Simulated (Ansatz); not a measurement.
## SiC: response to strain

Take SiC in the zinc blende structure (space group F-43m, No. 216; a = 4.329 Å) as the base.

Strains are applied to the cell and any free atomic positions relax.

Method: DFT with LDA, PAW potentials and a 420 eV plane-wave cutoff in Ansatz (a quantum-chemistry and plane-wave program), no spin-orbit coupling.

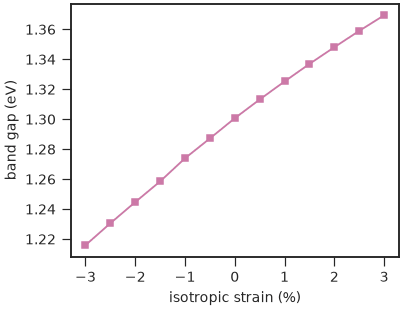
*Band gap against isotropic strain*

```json
[
 {"isotropic strain (%)": "-3", "band gap": "1.22 eV"},
 {"isotropic strain (%)": "-2.5", "band gap": "1.23 eV"},
 {"isotropic strain (%)": "-2", "band gap": "1.24 eV"},
 {"isotropic strain (%)": "-1.5", "band gap": "1.26 eV"},
 {"isotropic strain (%)": "-1", "band gap": "1.27 eV"},
 {"isotropic strain (%)": "-0.5", "band gap": "1.29 eV"},
 {"isotropic strain (%)": "0.5", "band gap": "1.31 eV"},
 {"isotropic strain (%)": "1", "band gap": "1.33 eV"},
 {"isotropic strain (%)": "1.5", "band gap": "1.34 eV"},
 {"isotropic strain (%)": "2", "band gap": "1.35 eV"},
 {"isotropic strain (%)": "2.5", "band gap": "1.36 eV"},
 {"isotropic strain (%)": "3", "band gap": "1.37 eV"}
]
```

Whether these cells are dynamically stable was not tested.
